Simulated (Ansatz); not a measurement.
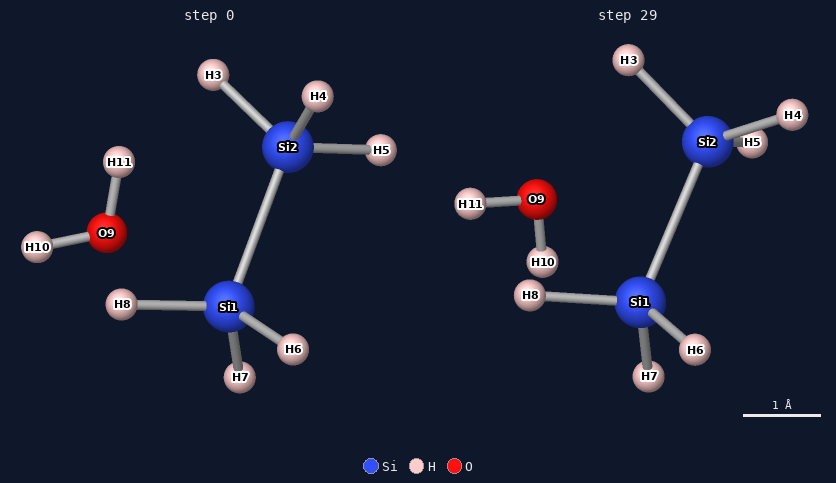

The structure of Si2H8O before (left) and after (right) a relaxation, at one scale.

A ball-and-stick model, seen at a tilt.

The run prepares an end point of a later path (reaction) calculation, from a guessed geometry.

The calculation used RKS PBE0-D4/6-31G* (Ansatz 0.2.0).

Input
```yaml
crystal:
  periodic: [false, false, false]
  atoms:
    - { symbol: Si, position_ang: [0.272832, 0.011251, 0.124035] }
    - { symbol: Si, position_ang: [0.186139, 0.014815, 2.377995] }
    - { symbol: H, position_ang: [-1.084121, -0.50704, 2.982642] }
    - { symbol: H, position_ang: [1.264772, -0.858638, 2.932366] }
    - { symbol: H, position_ang: [0.396201, 1.390205, 2.918901] }
    - { symbol: H, position_ang: [1.725348, -0.01301, -0.250285] }
    - { symbol: H, position_ang: [-0.310941, 1.227499, -0.49427] }
    - { symbol: H, position_ang: [-0.32073, -1.231052, -0.442736] }
    - { symbol: O, position_ang: [-2.534816, 0.157918, 0.758295] }
    - { symbol: H, position_ang: [-2.930813, -0.534704, 0.210951] }
    - { symbol: H, position_ang: [-2.353471, -0.286945, 1.617405] }
basis:
  gaussian: { orbitals: "6-31G*" }
hamiltonian:
  xc: pbe0
  dispersion: d4
relax:
  f_tol: 0.03
  max_steps: 50
output:
  orbitals: {}
```

Command:
```bash
ansatz run input.yaml --threads 1 --pin off --max-ram 2048MiB --backend cpu --events-out ev --progress --plain --runs-dir out
```

Describe what moved and what it gained.

After 22 accepted moves (29 points after the start) the energy has fallen by 3.98 kcal/mol. The largest force component goes from 1.2 to 0.0045 eV/Å. The line search rejected the trial steps at points 2, 6, 12, 16, 19, 23, 26 of the run. The forces were under the threshold at step 25, but the run went on from there. H10 moves most after the best rigid fit: 1.39 Å. Largest moves by element: H 1.39 Å, O 0.46 Å, Si 0.20 Å. Some distances before and after: Si1–Si2 2.256 → 2.338 Å, O9–H11 0.984 → 0.966 Å, Si1–H7 1.484 → 1.493 Å, Si1–H6 1.500 → 1.495 Å. Among the angles between lasting bonds that change: Si2–Si1–H6 106.7° → 112.0°, Si1–Si2–H3 115.8° → 111.2°, H7–Si1–H8 111.6° → 107.8°. Groups turn about Si1–Si2 by about 35°. The run took 98 s on 1 thread of Arm Neoverse V1, on a shared host, peak memory 0.13 GiB.
